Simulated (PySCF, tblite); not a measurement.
**C2H9OSi2 radical: geometry, infrared bands and EPR parameters**

Wanted: the infrared bands and EPR parameters of C2H9OSi2 radical (`[CH2]OC[SiH2][SiH3]`), by calculation.

Programs: tblite 0.8.0 and PySCF 2.14.0, with density-fitted response routines of our own. Each step states its level of theory. These are calculated values for one molecule in the gas phase, unless marked as measured. Atoms are numbered from 0 throughout.

### Step 1. The molecule as given

14 atoms, charge 0, multiplicity 2; geometry from: force field or distance geometry start.

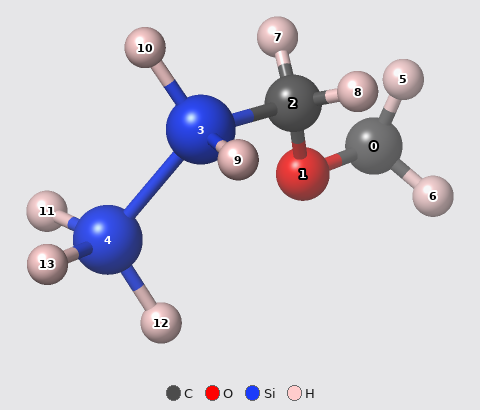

The starting geometry (carbon dark grey, oxygen red, silicon blue, hydrogen pink), atoms numbered; sticks join atoms by distance.

### Step 2. Geometry optimisation with GFN2-xTB

The job: settings as JSON, then the geometry in Å.

```
{"job": {"kind": "relax", "xc": "GFN2-xTB", "basis": "xTB"}, "charge": 0, "multiplicity": 2}
C     -2.488300     0.538600    -0.536500
O     -1.124000     0.546300    -0.279900
C     -0.913100    -0.471000     0.679200
Si     0.867400    -0.599400     1.137800
Si     2.218500     0.427600    -0.272000
H     -2.990000    -0.219100     0.130600
H     -2.935500     1.527100    -0.207000
H     -1.260300    -1.450800     0.261700
H     -1.500700    -0.304400     1.608100
H      1.136000    -0.004900     2.485900
H      1.274400    -2.004400     1.205600
H      2.338800    -0.266700    -1.569500
H      1.809200     1.837100    -0.427800
H      3.567000     0.443400     0.321700
```

Started as:

```console
$ OMP_NUM_THREADS=1 python probes_run.py task.json out
```

This one command runs all jobs of the session in turn.

The program printed:

```text
step      E/eV     max force
  0    -442.26134    2.776
  1    -442.52058    1.559
  2    -442.67348    1.214
  3    -442.75352    0.952
  4    -442.86675    0.530
  5    -442.89614    0.495
  6    -442.93104    0.481
  7    -442.96752    0.531
  8    -443.00180    0.579
  9    -443.02994    0.433
 10    -443.04988    0.281
 11    -443.06071    0.264
 12    -443.06809    0.215
 13    -443.07470    0.183
 14    -443.08034    0.209
 15    -443.08608    0.282
 16    -443.09230    0.232
 17    -443.09900    0.244
 18    -443.10568    0.206
 19    -443.11055    0.200
 20    -443.11375    0.151
 21    -443.11635    0.137
 22    -443.11921    0.140
 23    -443.12271    0.236
 24    -443.12675    0.283
 25    -443.13047    0.199
 26    -443.13302    0.111
 27    -443.13492    0.128
 28    -443.13690    0.168
 29    -443.13878    0.170
 30    -443.14037    0.101
 31    -443.14185    0.121
 32    -443.14336    0.130
 33    -443.14519    0.174
 34    -443.14711    0.119
 35    -443.14874    0.075
 36    -443.14962    0.073
 37    -443.15062    0.079
 38    -443.15162    0.088
 39    -443.15309    0.101
 40    -443.15509    0.129
 41    -443.15757    0.135
 42    -443.15996    0.126
 43    -443.16165    0.106
 44    -443.16268    0.083
 45    -443.16360    0.078
 46    -443.16464    0.090
 47    -443.16584    0.093
 48    -443.16712    0.079
 49    -443.16827    0.089
 50    -443.16925    0.066
 51    -443.17001    0.075
 52    -443.17066    0.082
 53    -443.17133    0.077
 54    -443.17204    0.064
 55    -443.17261    0.060
 56    -443.17321    0.064
 57    -443.17396    0.066
 58    -443.17476    0.064
 59    -443.17533    0.052
 60    -443.17569    0.044
 61    -443.17601    0.053
 62    -443.17652    0.069
 63    -443.17727    0.076
 64    -443.17799    0.068
 65    -443.17839    0.037
 66    -443.17857    0.030
 67    -443.17872    0.029
 68    -443.17899    0.043
 69    -443.17935    0.054
 70    -443.17966    0.039
 71    -443.17980    0.016
 72    -443.17984    0.014
 73    -443.17987    0.013
 74    -443.17990    0.015
 75    -443.17997    0.027
 76    -443.18007    0.035
 77    -443.18019    0.033
 78    -443.18029    0.023
 79    -443.18035    0.020
 80    -443.18040    0.021
 81    -443.18049    0.028
 82    -443.18066    0.035
 83    -443.18091    0.030
 84    -443.18115    0.036
 85    -443.18135    0.046
 86    -443.18159    0.053
 87    -443.18193    0.051
 88    -443.18236    0.054
 89    -443.18275    0.060
 90    -443.18310    0.052
 91    -443.18341    0.049
 92    -443.18383    0.053
 93    -443.18383    0.122
 94    -443.18428    0.042
 95    -443.18439    0.042
 96    -443.18453    0.044
 97    -443.18475    0.048
 98    -443.18516    0.077
 99    -443.18580    0.088
100    -443.18651    0.077
101    -443.18690    0.088
102    -443.18717    0.032
103    -443.18731    0.034
104    -443.18768    0.066
105    -443.18800    0.064
106    -443.18856    0.063
107    -443.18896    0.038
108    -443.18782    0.218
109    -443.18916    0.027
110    -443.18924    0.026
111    -443.18925    0.121
112    -443.18952    0.034
113    -443.18966    0.032
114    -443.18731    0.425
115    -443.19040    0.050
116    -443.19068    0.020
117    -443.18854    0.379
118    -443.19098    0.019
119    -443.19116    0.020
120    -443.18969    0.335
121    -443.19138    0.022
122    -443.19152    0.034
123    -443.18979    0.378
124    -443.19176    0.037
125    -443.19192    0.047
126    -443.18732    0.570
127    -443.19220    0.039
128    -443.19242    0.041
129    -443.18437    0.742
130    -443.19277    0.026
131    -443.19306    0.026
132    -443.18703    0.707
133    -443.19357    0.026
134    -443.19400    0.026
135    -443.18647    0.798
136    -443.19457    0.026
137    -443.19506    0.035
138    -443.18626    0.855
139    -443.19573    0.044
140    -443.19626    0.062
141    -443.18625    0.915
142    -443.19704    0.070
143    -443.19762    0.090
144    -443.18792    0.859
145    -443.19855    0.099
146    -443.19917    0.113
147    -443.19562    0.647
148    -443.20040    0.120
149    -443.20102    0.132
150    -443.20120    0.373
151    -443.20243    0.139
152    -443.20286    0.123
153    -443.20386    0.093
154    -443.20414    0.031
155    -443.20429    0.033
156    -443.20465    0.049
157    -443.20504    0.072
158    -443.20582    0.053
159    -443.20633    0.059
160    -443.20655    0.040
161    -443.20669    0.042
162    -443.20687    0.052
163    -443.20698    0.028
164    -443.20708    0.020
165    -443.20715    0.019
166    -443.20719    0.019
167    -443.20723    0.020
168    -443.20727    0.016
169    -443.20729    0.014
170    -443.20731    0.011
171    -443.20732    0.010
```

Run time: 0.87 s. Hardware: 1 thread of Arm Neoverse V2, shared host.

Step by step: (not every step is listed)

```tsv
step	energy from step 0 (eV)	largest force (eV/Å)
0	0.0000	2.7760
1	-0.2592	1.5595
2	-0.4121	1.2144
3	-0.4922	0.9520
4	-0.6054	0.5305
5	-0.6348	0.4952
6	-0.6697	0.4811
7	-0.7062	0.5313
8	-0.7405	0.5786
23	-0.8614	0.2362
38	-0.8903	0.0882
53	-0.9100	0.0768
68	-0.9176	0.0432
83	-0.9196	0.0302
98	-0.9238	0.0768
113	-0.9283	0.0320
128	-0.9311	0.0413
143	-0.9363	0.0902
158	-0.9445	0.0528
166	-0.9459	0.0185
167	-0.9459	0.0202
168	-0.9459	0.0162
169	-0.9459	0.0141
170	-0.9460	0.0112
171	-0.9460	0.0095
```

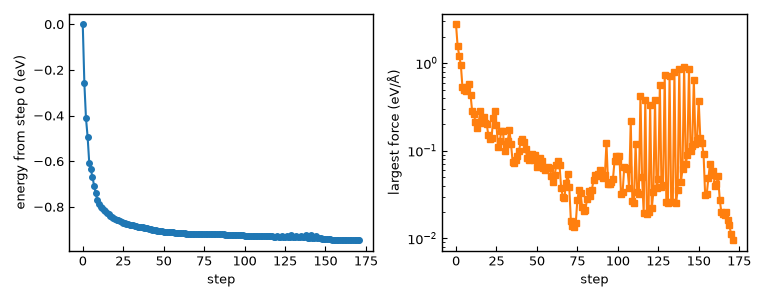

Energy and largest force along the relaxation.

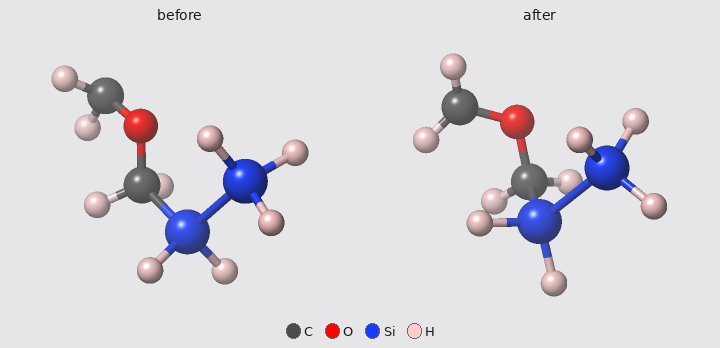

Before and after, at one scale.

Distances of close pairs at the start and the end, largest changes first:

```tsv
bond	before (Å)	after (Å)	change (Å)
Si3–Si4	2.206	2.309	+0.103
C2–Si3	1.843	1.926	+0.083
C0–H6	1.134	1.072	-0.062
C0–H5	1.127	1.075	-0.053
C0–O1	1.388	1.353	-0.035
C2–H7	1.120	1.092	-0.029
Si3–H9	1.498	1.471	-0.026
C2–H8	1.112	1.094	-0.018
```

The final coordinates are the input of the step that follows.

### Step 3. Infrared spectrum with GFN2-xTB

The job: settings as JSON, then the geometry in Å.

```
{"job": {"kind": "ir", "xc": "GFN2-xTB", "basis": "xTB"}, "charge": 0, "multiplicity": 2}
C     -2.248140     0.755683     0.030151
O     -1.337305    -0.104194    -0.480647
C     -0.836558    -1.102683     0.383124
Si     0.696345    -0.366977     1.286998
Si     2.099590     0.508060    -0.324917
H     -2.558271     0.661381     1.054854
H     -2.331444     1.682892    -0.500950
H     -0.564802    -1.949259    -0.250135
H     -1.613920    -1.438524     1.075450
H      0.136488     0.635659     2.206635
H      1.223531    -1.436059     2.146197
H      1.688180     0.163589    -1.687600
H      2.173486     1.971161    -0.250160
H      3.472140     0.018800    -0.151116
```

The program printed:

```text
mode    cm-1     km/mol
  1      23.9      0.02
  2      40.2      0.20
  3      74.8      1.38
  4     112.1      0.90
  5     198.9      8.27
  6     266.5      4.64
  7     368.7     38.40
  8     382.1    113.65
  9     428.2      1.81
 10     451.7     33.30
 11     467.1      4.30
 12     480.1      2.14
 13     567.4      9.44
 14     636.4    287.22
 15     703.6    142.18
 16     767.2    626.51
 17     787.8     88.90
 18     805.5    111.13
 19     810.3    113.97
 20     827.0     85.14
 21     946.8     11.93
 22    1084.1      6.06
 23    1195.6      8.67
 24    1242.8     13.61
 25    1288.3     27.58
 26    1374.3      4.59
 27    1461.5      3.36
 28    2183.5    192.26
 29    2202.4    101.16
 30    2223.0    417.87
 31    2227.9    375.70
 32    2249.5    269.80
 33    2923.2     37.08
 34    2965.2     27.47
 35    3099.4     24.62
 36    3164.9     25.83
```

Wall time 0.34 s (1 thread of Arm Neoverse V2, shared host).

The strongest bands and the atoms that carry them (share of the mass-weighted mode):

```tsv
cm⁻¹	km/mol	atoms
636	287.2	H9 45 %, H10 28 %
704	142.2	C2 44 %, Si3 31 %
767	626.5	H11 19 %, H12 17 %, H13 15 %, H7 11 %
810	114.0	H12 50 %, H11 29 %, H13 10 %
2184	192.3	H9 73 %, H10 17 %
2223	417.9	H13 92 %
2228	375.7	H12 90 %
2250	269.8	H11 94 %
```

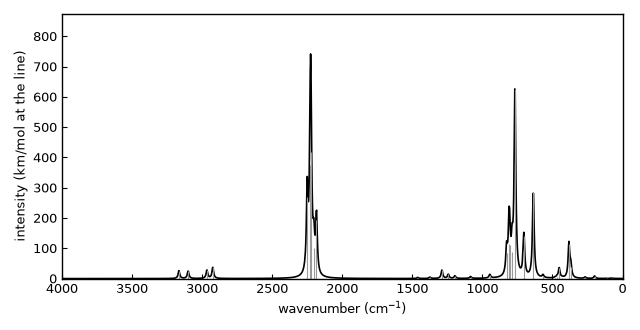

The infrared spectrum from these modes, unscaled. Lines are broadened to a width of 14 cm⁻¹ (Lorentzian).

### Step 4. EPR parameters: B3LYP/pcH-1

Same as in step 3 but for these lines:

```diff
@@ -1,2 +1,2 @@
-{"job": {"kind": "ir", "xc": "GFN2-xTB", "basis": "xTB"}, "charge": 0, "multiplicity": 2}
+{"job": {"kind": "epr", "basis": "pcH-1"}, "charge": 0, "multiplicity": 2}
 C     -2.248140     0.755683     0.030151
```

Level: UKS B3LYP, pcH-1 on C H O Si, non-relativistic, mean-field spin-orbit, GIAO.

The program printed:

```text
UKS, coarse grid
  cycle   1  E = -735.73697270  |g| = 3.66e-01
  cycle   2  E = -735.66445153  |g| = 5.70e-01
  cycle   3  E = -735.78072999  |g| = 8.67e-02
  cycle   4  E = -735.78320324  |g| = 2.27e-02
  cycle   5  E = -735.78345085  |g| = 6.83e-03
  cycle   6  E = -735.78347551  |g| = 1.29e-03
  cycle   7  E = -735.78347702  |g| = 8.02e-04
UKS, final grid
  cycle   1  E = -735.78350013  |g| = 9.83e-04
  cycle   2  E = -735.78349979  |g| = 1.34e-03
  cycle   3  E = -735.78350060  |g| = 9.98e-05
  cycle   4  E = -735.78350060  |g| = 4.43e-05
  cycle   5  E = -735.78350061  |g| = 3.02e-05
  cycle   6  E = -735.78350061  |g| = 2.54e-06
E = -735.78350061 Eh   <S^2> = 0.7535 (exact 0.7500)
g shifts (ppm)      1          2          3
  rmc          -192       -192       -192
  gc             -1         20         19
  oz_so          18       1508       2515
  total        -174       1337       2343
hyperfine (MHz)  atom isotope    a_iso     a_fc   dipolar eigenvalues
    0   13C     124.74     124.75    -73.74    -72.58    146.32
    1   17O     -34.38     -34.44    -75.37     36.34     39.04
    2   13C      -4.49      -4.49     -2.41     -0.76      3.17
    3  29Si      -7.37      -7.41     -5.35      2.21      3.13
    4  29Si      -0.06      -0.06     -0.36      0.07      0.29
    5    1H     -50.69     -50.72    -35.21     -0.13     35.34
    6    1H     -44.39     -44.43    -34.80     -0.77     35.56
    7    1H       0.79       0.79     -3.50     -2.88      6.38
    8    1H       7.20       7.20     -4.06     -3.66      7.72
    9    1H       1.58       1.58     -2.61     -1.74      4.36
   10    1H      -1.29      -1.29     -1.16     -0.62      1.77
   11    1H       0.04       0.04     -1.09     -1.05      2.14
   12    1H       0.01       0.01     -0.82     -0.78      1.60
   13    1H       0.17       0.18     -0.47     -0.44      0.90
```

It took 53 s on 1 thread of Arm Neoverse V2, shared host; peak memory 0.89 GiB.

Principal g values 2.00214, 2.00366, 2.00466; g(iso) = 2.00349, against 2.00232 for a free electron.

Hyperfine couplings; where a row names several nuclei, a(iso) is their mean (it holds for fast rotation or exchange) and the dipolar term the largest among them:

```tsv
nuclei	isotope	a(iso) (MHz)	a(iso) (G, at g = 2.0023)	largest dipolar term (MHz)
C0	13C	124.7	44.5	146.3
H5, H6	1H	-47.5	-17.0	35.6
O1	17O	-34.4	-12.3	-75.4
Si3	29Si	-7.4	-2.6	-5.3
C2	13C	-4.5	-1.6	3.2
H7, H8	1H	4.0	1.4	7.7
H9, H10	1H	0.1	0.1	4.4
H11, H12, H13	1H	0.1	0.0	2.1
Si4	29Si	-0.1	0.0	-0.4
```

Mulliken spin populations:

C0 0.92; O1 0.14; C2 -0.01; Si3 0.03; Si4 0.00; H5 -0.04; H6 -0.04; H7 0.00; H8 0.01; H9 0.00; H10 0.00; H11 0.00; H12 0.00; H13 0.00

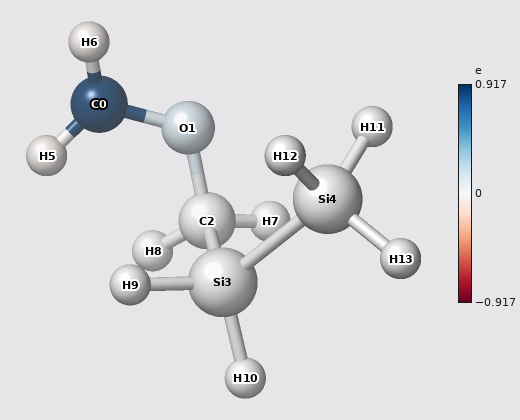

Mulliken spin populations, as colours on the atoms.

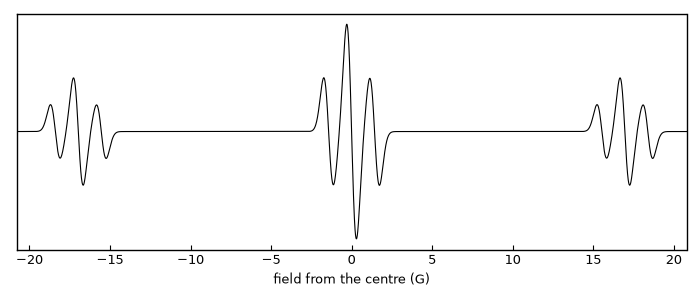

First-order isotropic spectrum (first derivative, main isotopes with spin only, couplings over 0.8 MHz, Gaussian width 0.3 G; couplings of the frozen geometry, rotation of groups not averaged beyond the rows shown).

The fields below are evaluated on a grid from the run's orbitals.

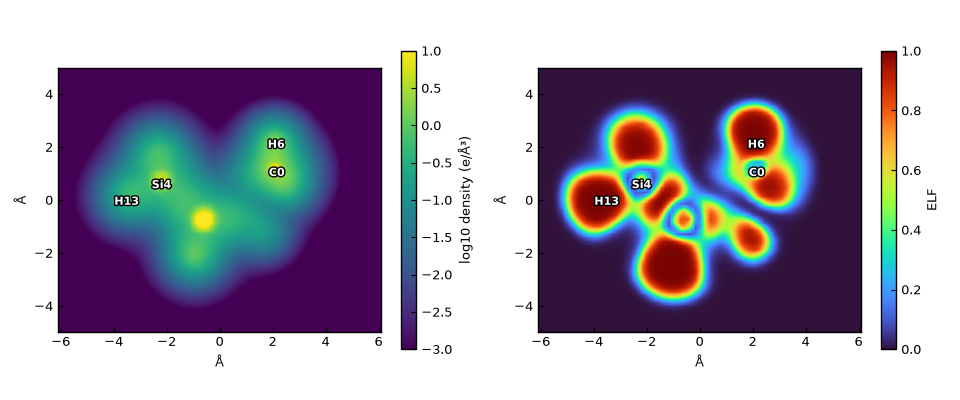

Density (left) and ELF (right) in a plane through or near 4 of the atoms.

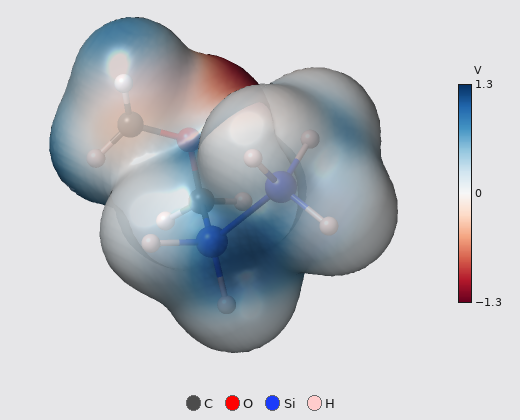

Electrostatic potential on the surface of density 0.002 e/bohr³; red is low, blue high. It runs from -1.13 V near O1 to 1.30 V near Si4.

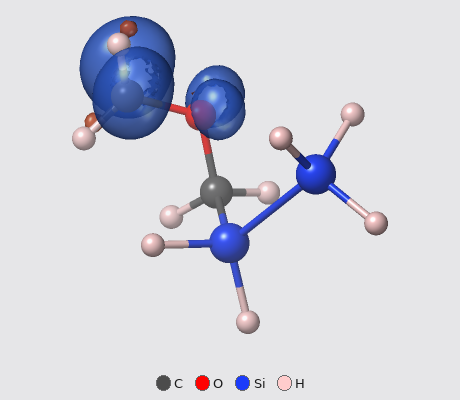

Spin density at ±0.04 e/Å³ (alpha excess blue, beta excess red).

### Step 5. Results

| quantity | value |
| --- | --- |
| strongest single infrared mode (GFN2-xTB) | 767 cm⁻¹, 627 km/mol |
| zero-point energy (GFN2-xTB) | 58.7 kcal/mol |
| g(iso) (B3LYP) | 2.00349 |
| ⟨S²⟩ | 0.754 (exact 0.75) |
| largest a(iso) (averaged by class) | 13C on C0, 124.7 MHz |
| potential on the surface of density 0.002 e/bohr³, 1st and 99th percentile | -1.13 V and 1.30 V |

What this shows: Over 171 steps the energy fell by 0.946 eV; of the close pairs, Si3–Si4 changed most, 2.206 to 2.309 Å. All 36 modes are real, so the xTB geometry is a minimum. The strongest single mode, at 767 cm⁻¹, is spread over several atoms, H11, H12, H13, H7 among them. Unscaled tight-binding wavenumbers are off by several per cent, some by more. Its intensities can rank the bands wrongly. Most of the unpaired spin sits on C0 (0.92 e). The isotropic g lies 1.2 ppt above the free-electron value. These values are for one conformer; the search (at its own cheap level) found 2 more, at 0.40, 1.04 kcal/mol, and measured spectra average over such forms.
